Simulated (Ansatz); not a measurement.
## Electronic structure of BH$_{4}$In in real space

Input

```
crystal:
  periodic: [false, false, false]
  atoms:
    - {symbol: B, position_ang: [0.060332, -0.862814, -0.414789]}
    - {symbol: In, position_ang: [0.423823, 1.111477, 0.505876]}
    - {symbol: H, position_ang: [0.172114, -1.607721, 0.532150]}
    - {symbol: H, position_ang: [-1.058878, -0.737083, -0.856556]}
    - {symbol: H, position_ang: [0.946696, -0.921445, -1.236654]}
    - {symbol: H, position_ang: [0.722705, 2.682726, 1.237472]}
basis:
  gaussian: {orbitals: def2-TZVPD}
hamiltonian: {xc: {name: PBE0}}
output: {forces: true, orbitals: {seedname: orbitals}}
```

Run with:

```sh
ansatz run input.yaml --threads 2 --pin off --max-ram 4350MiB --events-out events.jsonl --progress --plain --runs-dir runs
```

Geometry: PBE0-D4/def2-TZVP; core potentials replace the inner electrons of In.

Theory: Ansatz, isolated molecule in a Gaussian basis; Kohn-Sham density functional theory, functional PBE0.

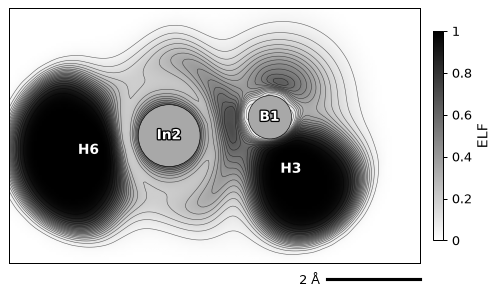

Figure 1. Electron localisation function on the plane of atoms In2, B1 and H3. Grey discs cover the atomic cores.

> What does the map show?

- The section cuts through B, In and H sites.
- In–B (2.21 Å): the ELF peaks at about 0.70 in the valence shell of B, 0.9 Å from its nucleus, and is about 0.50 at the midpoint.
- B–H (1.21 Å): the ELF climbs to about 1 towards the hydrogen, as it does in any bond to H (a covalent bond by its length).
- In–H (1.76 Å): the ELF climbs to about 1 towards the hydrogen.

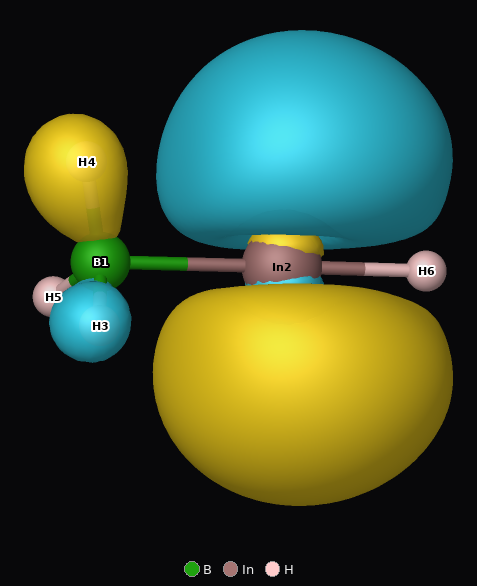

Figure 2. The LUMO at ±0.08 Å⁻³ᐟ² (yellow and cyan are the two phases), seen at a tilt.

> What is the character of this orbital?

By Hirshfeld shares it lies mainly on In2 (about 85 %). It is one of a degenerate set, so its orientation is arbitrary. Its energy is −1.92 eV.

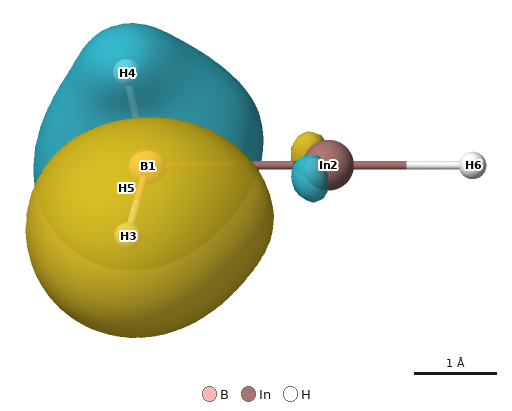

Figure 3. The HOMO−1 at ±0.08 Å⁻³ᐟ² (yellow and cyan are the two phases), seen across its widest extent.

> Describe this orbital and give its energy.

Its weight (Hirshfeld) is mainly on B1 (about 40 %), H3 (about 30 %) and H5 (about 20 %). It is one of a degenerate set, so its orientation is arbitrary. Its energy is −8.70 eV.
